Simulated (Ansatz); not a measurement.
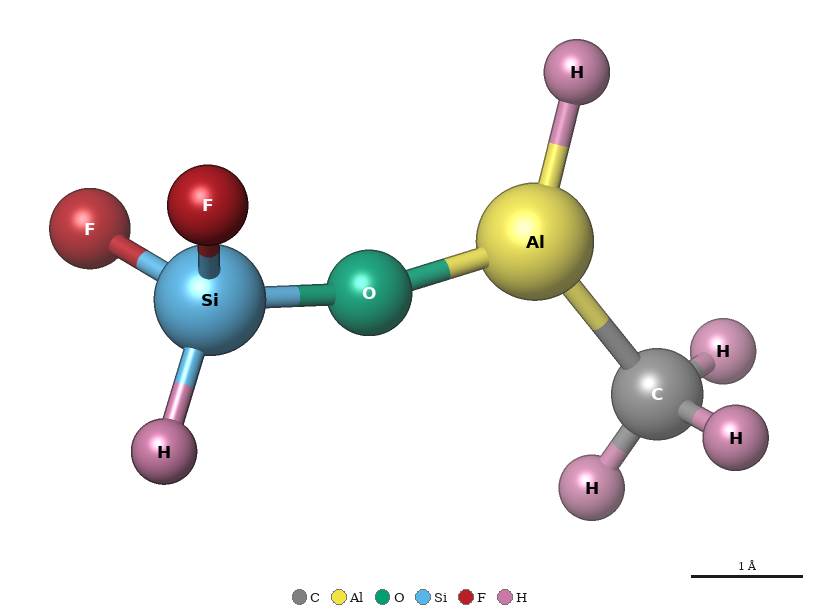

Depth is shown by fading: the farther an atom, the more it takes the colour of the background. Computed geometry: PBE0-D4/def2-TZVP optimisation. No frequency run is at hand to confirm it as a minimum. Masses are those of the most abundant isotopes; constants are for the rigid equilibrium geometry.

> What kind of rotor is it, and what are its rotational constants in cm⁻¹?

An asymmetric top (C1): A = 0.177, B = 0.0339, C = 0.0317 cm⁻¹. Ray's parameter κ is −0.97, close to the prolate limit.
